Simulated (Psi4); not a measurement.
# U-r2SCAN/def2-TZVP run of SiH2OF (SMILES O[SiH]F)

Aim: the vertical ionisation energy of SiH2OF at U-r2SCAN/def2-TZVP, from 2 runs. 

The calculation is run with Psi4 1.11.

1 further run of the same task is left out (it didn't finish).

### 1 The structure to begin with

SiH2OF: 5 atoms, total charge 0, spin state doublet. SMILES: `O[SiH]F`. The coordinates come from a PBE0-D4/def2-TZVP relaxation. This is one conformer, not always the lowest.

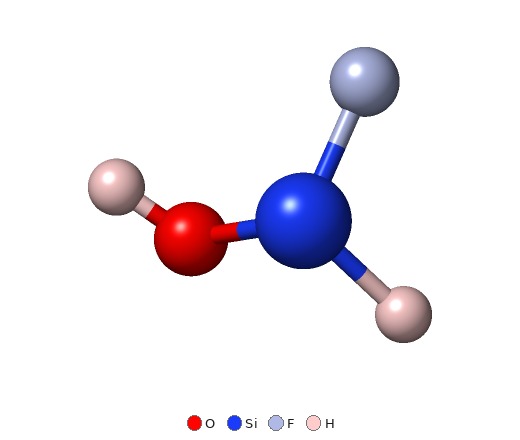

The structure, seen from a chosen angle (oxygen red, silicon blue, fluorine light blue, hydrogen pink).

### 2 Energy and gradient at U-r2SCAN/def2-TZVP

File fh2osi.xyz:

```xyz
5
FH2OSi
O     -0.615200    -0.884600    -0.276300
Si     0.283900     0.245700     0.493100
F      0.207000     1.646500    -0.283100
H     -1.564500    -0.765100    -0.338000
H      1.688800    -0.242600     0.404400
```

File run.py:

```python
import numpy as np
from ase.calculators.psi4 import Psi4
from ase.io import read

mol = read('fh2osi.xyz')
calc = Psi4(atoms=mol, method='r2scan', basis='def2-TZVP', memory='1600MB', num_threads=1, charge=0, multiplicity=2, label='psi4-calc', reference='uks')
calc.psi4.set_options({'puream': True, 'e_convergence': 1e-09, 'd_convergence': 1e-08, 'scf_type': 'pk', 'dft_radial_points': 99, 'dft_spherical_points': 590, 'maxiter': 200})
mol.calc = calc

forces = mol.get_forces()
print(f'energy: {mol.get_potential_energy():.6f} eV')
print('forces / eV A^-1')
print(np.round(forces, 5))
```

Started as:

```sh
python run.py
```

psi4-calc.dat:

```text
[...]
  Running in c1 symmetry.
[...]
  Nuclear repulsion =  110.136766909271230
[...]
  Multiplicity = 2
[...]
  Nalpha       = 17
  Nbeta        = 16
[...]
    Number of basis functions: 111
[...]
   @UKS iter   1:  -465.57018539196372   -2.54179e-01   7.68618e-03 DIIS/ADIIS
[...]
   @UKS iter  13:  -465.80734414743597   -4.83169e-12   6.17831e-09 DIIS
[...]
   @S^2 Observed:                7.528084157E-01
[...]
    Orbital Energies [Eh]
    ---------------------
    Alpha Occupied:
       1A    -65.874234     2A    -24.483053     3A    -18.980259
       4A     -5.246412     5A     -3.590466     6A     -3.588911
       7A     -3.586384     8A     -1.150951     9A     -0.994225
      10A     -0.550904    11A     -0.477266    12A     -0.416603
      13A     -0.407334    14A     -0.379695    15A     -0.355593
      16A     -0.328009    17A     -0.198956
    Alpha Virtual:
      18A     -0.002670    19A      0.008778    20A      0.068760
      21A      0.092775    22A      0.164170    23A      0.184169
      24A      0.215273    25A      0.233471    26A      0.238923
[...]
  @UKS Final Energy:  -465.80734414743597
   => Energetics <=
    Nuclear Repulsion Energy =            110.1367669092712305
    One-Electron Energy =                -864.8536183335897931
    Two-Electron Energy =                 329.6330773698809935
    DFT Exchange-Correlation Energy =     -40.7235700929984290
    Empirical Dispersion Energy =           0.0000000000000000
    VV10 Nonlocal Energy =                  0.0000000000000000
    Total Energy =                       -465.8073441474359697
[...]
 Multipole Moments:
 ------------------------------------------------------------------------------------
     Multipole            Electronic (a.u.)      Nuclear  (a.u.)        Total (a.u.)
 ------------------------------------------------------------------------------------
 L = 1.  Multiply by 2.5417464519 to convert [e a0] to [Debye]
 Dipole X            :         -0.3866874           -0.1073695           -0.4940569
 Dipole Y            :          2.6228454           -2.8357947           -0.2129493
 Dipole Z            :         -0.0732571            0.2788047            0.2055476
 Magnitude           :                                                    0.5759249
[...]
  -Total Gradient:
     Atom            X                  Y                   Z
    ------   -----------------  -----------------  -----------------
       1       -0.001829302720     0.001504241754     0.000680301109
       2       -0.000633921855    -0.000089176058    -0.001754781517
       3       -0.000106194804    -0.001152868755     0.000817389526
       4        0.002598170602    -0.000314016386     0.000176428769
       5        0.000191528854     0.000015521599     0.000205463486
[...]
```

Standard output:

```text
energy: -12675.263455 eV
forces / eV A^-1
[[ 0.09407 -0.07735 -0.03498]
 [ 0.0326   0.00459  0.09023]
 [ 0.00546  0.05928 -0.04203]
 [-0.1336   0.01615 -0.00907]
 [-0.00985 -0.0008  -0.01057]]
```

It took 62 s on 1 thread of Intel Xeon Platinum 8488C (Sapphire Rapids), shared host; peak memory 0.65 GiB.

### 3 The singlet cation: the energy at r2SCAN/def2-TZVP

File calc.py:

```python
import psi4

psi4.set_memory('1600 MB')
psi4.set_num_threads(1)
psi4.core.set_output_file('fh2osi.out', False)

m = psi4.geometry("""
1 1
O
Si 1 1.63644
F 2 1.603322 1 110.45623
H 1 0.958779 2 119.21977 3 -64.02481
H 2 1.489983 3 107.62165 1 114.44307
symmetry c1
no_reorient
no_com
""")

psi4.set_options({
    'basis': 'def2-TZVP',
    'puream': True,
    'e_convergence': 1e-09,
    'd_convergence': 1e-08,
    'scf_type': 'pk',
    'dft_radial_points': 99,
    'dft_spherical_points': 590,
})

E, wfn = psi4.energy("R2SCAN", return_wfn=True)
psi4.oeprop(wfn, "MAYER_INDICES", "MULLIKEN_CHARGES", "DIPOLE")
print(f'total energy {E:.8f} hartree = {E * 27.211386:.5f} eV')
```

Started as:

```sh
python calc.py
```

fh2osi.out:

```text
[...]
  Running in c1 symmetry.
[...]
  Nuclear repulsion =  110.136754215632848
[...]
  Multiplicity = 1
[...]
  Nalpha       = 16
  Nbeta        = 16
[...]
    Number of basis functions: 111
[...]
   @RKS iter   1:  -465.25596197792225    6.00446e-02   7.28457e-03 ADIIS/DIIS
[...]
   @RKS iter  12:  -465.48076589750235   -6.82121e-13   3.79034e-09 DIIS
[...]
    Orbital Energies [Eh]
    ---------------------
    Doubly Occupied:
       1A    -66.205909     2A    -24.753071     3A    -19.255687
       4A     -5.573208     5A     -3.919774     6A     -3.913053
       7A     -3.910716     8A     -1.409855     9A     -1.254472
      10A     -0.812260    11A     -0.733786    12A     -0.674331
      13A     -0.660808    14A     -0.638249    15A     -0.614052
      16A     -0.582719
[...]
  @RKS Final Energy:  -465.48076589750235
   => Energetics <=
    Nuclear Repulsion Energy =            110.1367542156328483
    One-Electron Energy =                -855.5338498011129786
    Two-Electron Energy =                 320.2829184389170223
    DFT Exchange-Correlation Energy =     -40.3665887509392647
    Empirical Dispersion Energy =           0.0000000000000000
    VV10 Nonlocal Energy =                  0.0000000000000000
    Total Energy =                       -465.4807658975023514
[...]
 Multipole Moments:
 ------------------------------------------------------------------------------------
     Multipole            Electronic (a.u.)      Nuclear  (a.u.)        Total (a.u.)
 ------------------------------------------------------------------------------------
 L = 1.  Multiply by 2.5417464519 to convert [e a0] to [Debye]
 Dipole X            :          1.2025717           -0.4987084            0.7038633
 Dipole Y            :         -0.9263598            2.0791801            1.1528204
 Dipole Z            :          1.9737074           -1.8866092            0.0870982
 Magnitude           :                                                    1.3535156
[...]
  Mulliken Charges: (a.u.)
   Center  Symbol    Alpha    Beta     Spin     Total
       1     O     4.16950  4.16950  0.00000 -0.33900
       2    SI     6.53774  6.53774  0.00000  0.92451
       3     F     4.58040  4.58040  0.00000 -0.16081
       4     H     0.30583  0.30583  0.00000  0.38833
       5     H     0.40652  0.40652  0.00000  0.18697
   Total alpha = 16.00000, Total beta = 16.00000, Total charge =  1.00000
  Mayer Bond Indices:
[...]
```

The script printed:

```text
total energy -465.48076590 hartree = -12666.37680 eV
```

Wall time 30 s (1 thread of Intel Xeon Platinum 8488C (Sapphire Rapids), shared host); peak memory 0.63 GiB.

### 4 Outcome

At U-r2SCAN/def2-TZVP:

```
                                          quantity          value
                      doublet SiH2OF: total energy  -465.80734 Eh
                     doublet SiH2OF: dipole moment         1.46 D
doublet SiH2OF: HOMO energy (highest over α and β)       -5.41 eV
 doublet SiH2OF: LUMO energy (lowest over α and β)       -2.68 eV
                              doublet SiH2OF: ⟨S²⟩          0.753
          doublet SiH2OF: largest force on an atom     0.135 eV/Å
                      singlet cation: total energy  -465.48077 Eh
                       singlet cation: HOMO energy      -15.86 eV
                       singlet cation: LUMO energy      -11.96 eV
                     singlet cation: HOMO–LUMO gap        3.89 eV
vertical ionisation energy (to the singlet cation)       8.887 eV
```

In words: The vertical ionisation energy comes to 8.89 eV (857 kJ/mol). Only the singlet of the ionised species was computed; a triplet could lie lower. Mulliken charges (singlet cation) run from -0.34 on O1 to +0.92 on Si2; they depend strongly on the basis.
